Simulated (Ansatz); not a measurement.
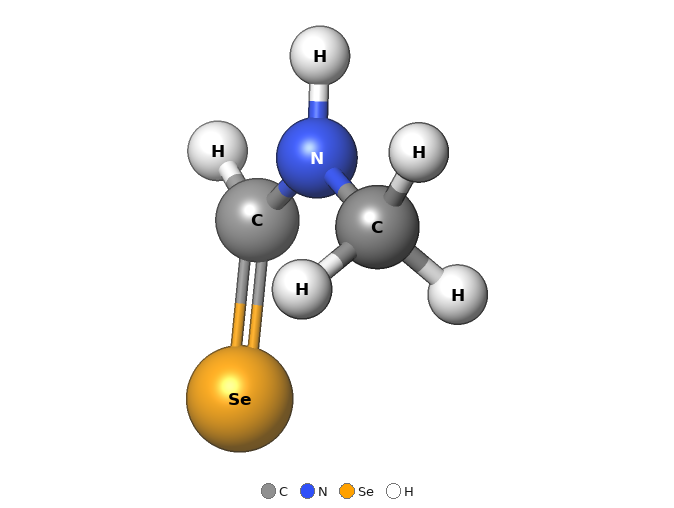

The picture shows a molecular structure as a ball-and-stick model. Double and triple bonds are drawn as two and three sticks.

The computed structure is the end point of a PBE0-D4/def2-TZVP optimisation. No frequency run is at hand to confirm it as a minimum.

Description:

Formula C₂H₅NSe. SMILES: `CNC=[Se]`. It has no ring. This geometry has Cs symmetry. Coordination: 1 C tetrahedral; 1 N trigonal planar; 1 C trigonal planar.

The parts below concern this one geometry. Atoms keep their numbers from picture to picture.

Geometry

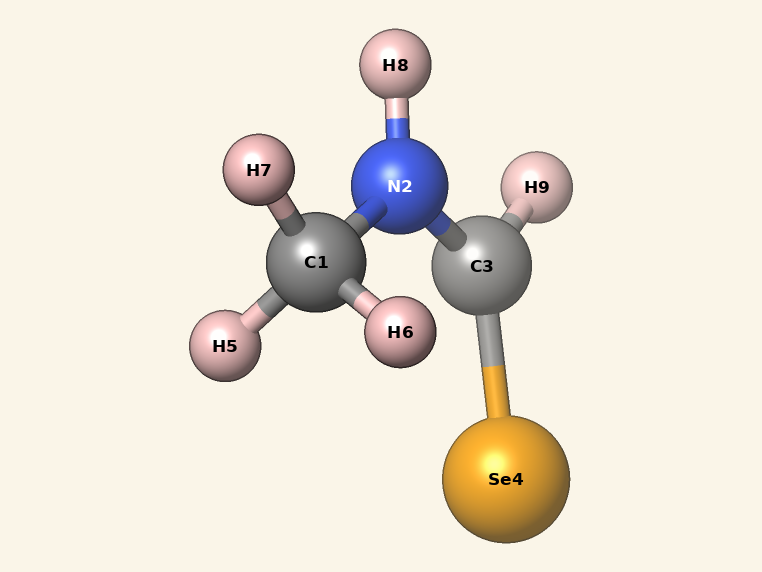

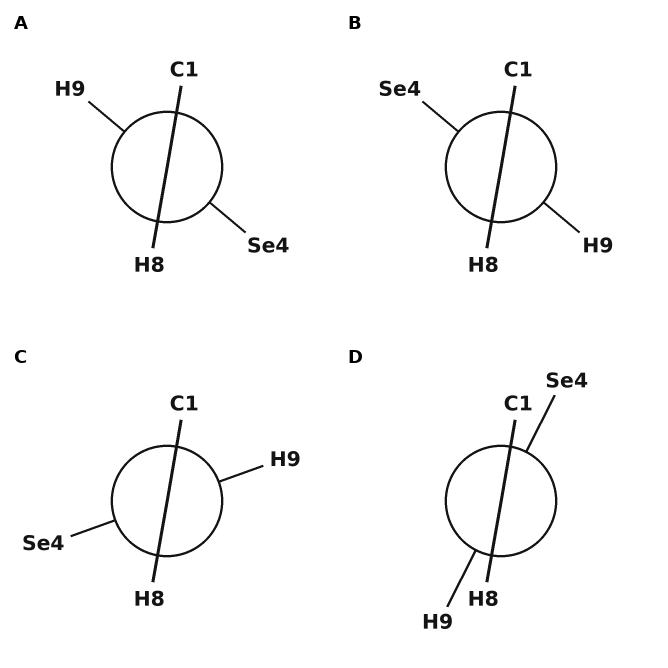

Atoms fade into the background with distance from the viewer. Bonds that would overlap in a projection are set slightly apart. No frequency run is at hand to confirm it as a minimum.

**Which Newman projection shows the view along N2–C3, with N2 in front?**

D. The torsion angle C1–N2–C3–Se4 is 0°, synperiplanar (eclipsed).

Charges

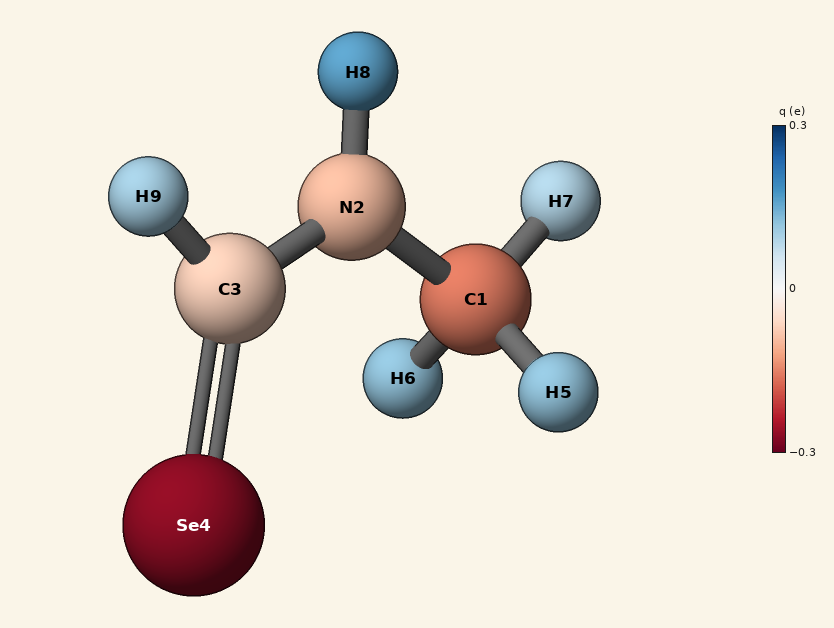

Atoms are coloured by their Mulliken charges. No frequency run is at hand to confirm it as a minimum. Properties computed with RKS PBE-D4/def2-TZVPP (Ansatz 0.2.0).

List the Mulliken charges.

```csv
atom,value (e)
C1,−0.15
N2,−0.09
C3,−0.07
Se4,−0.26
H5,0.12
H6,0.12
H7,0.09
H8,0.16
H9,0.10
```

Levels of theory compared

No frequency run is at hand to confirm it as a minimum. Program: Ansatz 0.2.0.

Tabulate HOMO–LUMO gap (eV), HOMO energy (eV) at these levels: B3LYP-D4/def2-TZVPP; PBE-D4/def2-TZVPP; PBE0-D4/def2-TZVPP; r2SCAN-D4/def2-TZVPP; ωB97M-V/def2-TZVPP; ωB97X-V/def2-TZVPP.

```json
{"level": "B3LYP-D4/def2-TZVPP", "HOMO–LUMO gap (eV)": "4.27", "HOMO energy (eV)": "−5.51"}
{"level": "PBE-D4/def2-TZVPP", "HOMO–LUMO gap (eV)": "2.74", "HOMO energy (eV)": "−4.64"}
{"level": "PBE0-D4/def2-TZVPP", "HOMO–LUMO gap (eV)": "4.71", "HOMO energy (eV)": "−5.75"}
{"level": "r2SCAN-D4/def2-TZVPP", "HOMO–LUMO gap (eV)": "3.06", "HOMO energy (eV)": "−4.85"}
{"level": "ωB97M-V/def2-TZVPP", "HOMO–LUMO gap (eV)": "8.91", "HOMO energy (eV)": "−7.89"}
{"level": "ωB97X-V/def2-TZVPP", "HOMO–LUMO gap (eV)": "9.09", "HOMO energy (eV)": "−8.01"}
```

Dipole moment

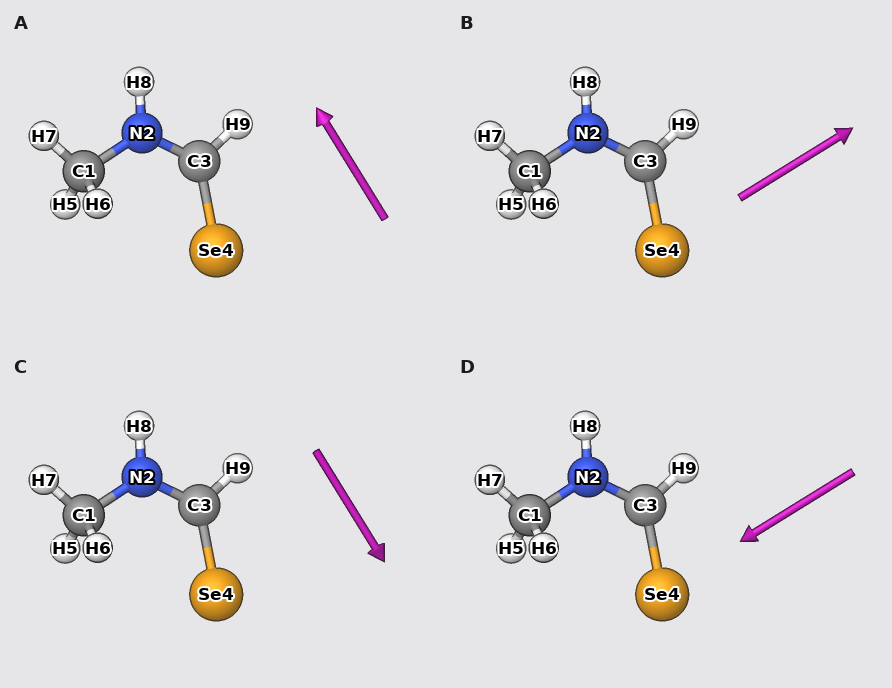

The same molecule four times, each with an arrow. No frequency run is at hand to confirm it as a minimum. Method: RKS PBE0-D4/def2-TZVP (Ansatz 0.2.0).

**Which arrow points along the dipole moment, from the negative to the positive end?**

A. The dipole moment is 4.93 D; it points from the side of Se4 to the side of H7 (the outermost atoms at the two ends).

Mulliken values depend strongly on the basis set and can even reverse the polarity of a bond.
